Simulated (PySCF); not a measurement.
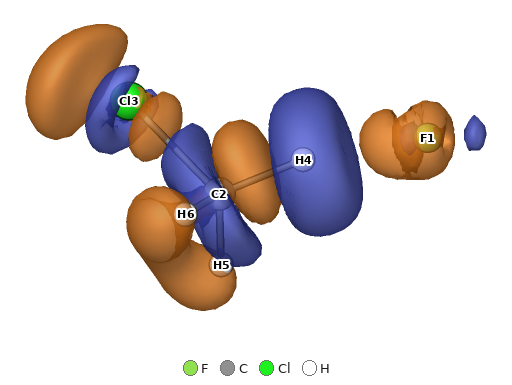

CH₃ClF, charge −1, SMILES `[F-].CCl`. Density of the complex less the densities of the two fragments at the same geometry, ±0.015 e/Å³ (orange: gain, blue: loss). Fragment A: F(−1) (atom 1); fragment B: H3CCl.

Level of theory: PBE/aug-cc-pVDZ (PySCF), at a geometry from GFN2-xTB. GFN2-xTB bond lengths at metals and heavier atoms can be off by up to 0.1 Å and shapes distorted, which carries into these values.

Input script:

```python
import numpy as np
from pyscf import gto, scf, dft
from pyscf.scf import atom_ks, atom_hf
from scipy.linalg import block_diag
from pyscf.dispersion import dftd3

def solve(mol, dm0=None, hcore=None):
    mf = (dft.UKS if mol.spin else dft.RKS)(mol, xc='pbe')
    mf.grids.level = 3
    mf = mf.density_fit(auxbasis='def2-universal-jkfit')
    mf.conv_tol, mf.max_cycle = 1e-8, 80
    if hcore is not None:
        mf.get_hcore = lambda *args: hcore
    mf.kernel(dm0)
    if not mf.converged:
        mf = mf.newton().run(mf.mo_coeff, mf.mo_occ, max_cycle=30)
    assert mf.converged, 'SCF not converged'
    return mf

mol = gto.M(atom='''
F      2.52359     0.30641    -0.00002
C      0.02604    -0.77093     0.00014
Cl    -1.39928     0.28424     0.00000
H      0.99639    -0.18523     0.00036
H     -0.03853    -1.38921    -0.89267
H     -0.03858    -1.38984     0.89169
''', basis='aug-cc-pvdz', charge=-1, spin=0, verbose=4)
mol_a = gto.M(atom='''
F      2.52359     0.30641    -0.00002
ghost-C      0.02604    -0.77093     0.00014
ghost-Cl    -1.39928     0.28424     0.00000
ghost-H      0.99639    -0.18523     0.00036
ghost-H     -0.03853    -1.38921    -0.89267
ghost-H     -0.03858    -1.38984     0.89169
''', basis='aug-cc-pvdz', charge=-1, spin=0, verbose=4)
mol_b = gto.M(atom='''
ghost-F      2.52359     0.30641    -0.00002
C      0.02604    -0.77093     0.00014
Cl    -1.39928     0.28424     0.00000
H      0.99639    -0.18523     0.00036
H     -0.03853    -1.38921    -0.89267
H     -0.03858    -1.38984     0.89169
''', basis='aug-cc-pvdz', charge=0, spin=0, verbose=4)
ab, a, b = solve(mol), solve(mol_a), solve(mol_b)
e_int = ab.e_tot - a.e_tot - b.e_tot
print('counterpoise-corrected interaction energy / kcal/mol', e_int * 627.5095)
def disp(atoms, charge):
    m = gto.M(atom=atoms, charge=charge, basis='sto-3g', spin=None, unit='Bohr', verbose=0)
    return dftd3.DFTD3Dispersion(m, xc='pbe', version='d3bj').get_dispersion()['energy']
e_disp = disp(mol._atom, mol.charge) - disp(mol._atom[:1], mol_a.charge) - disp(mol._atom[1:], mol_b.charge)
print('D3(BJ) part / kcal/mol', e_disp * 627.5095)
# spherically averaged free atoms, for the promolecule
atm = atom_ks.get_atm_nrks(mol, xc='pbe')
pro = block_diag(*[(atm[a[0]][2] * atm[a[0]][3]) @ atm[a[0]][2].T for a in mol._atom])
np.savez('result.npz', e_int=e_int, e_disp=e_disp, dm_a=a.make_rdm1(), dm_b=b.make_rdm1(), c=ab.mo_coeff, occ=ab.mo_occ, eps=ab.mo_energy, pro=pro, d=[f.dip_moment(verbose=0) for f in (ab, a, b)])
```

Launched as:

```sh
OMP_NUM_THREADS=1 python input.py
```

The run took 19 s on 1 thread of Intel(R) Xeon(R) Platinum 8488C (Sapphire Rapids) (shared host), peak memory 0.39 GiB.

Partitions, critical points and surface values were worked out afterwards from this run's density.

How is the density rearranged on binding?

Hirshfeld charges show 0.060 e passing from A to B. By Hirshfeld charges, electrons gather most on Cl3 (−0.095 e) and leave H4 most (+0.087 e); 0.31 e is displaced in all.

What is the interaction energy, and which contacts carry it?

The counterpoise-corrected interaction energy of the frozen fragments is −18.0 kcal/mol without dispersion correction and −18.4 kcal/mol with D3(BJ). The pair geometry is semi-empirical, not a minimum at this level. Contacts: F1···H4, weak C–H hydrogen bond, 1.60 Å, ρ = 0.056 a.u. The pose is a local one from a semi-empirical search, not shown to be the most stable.
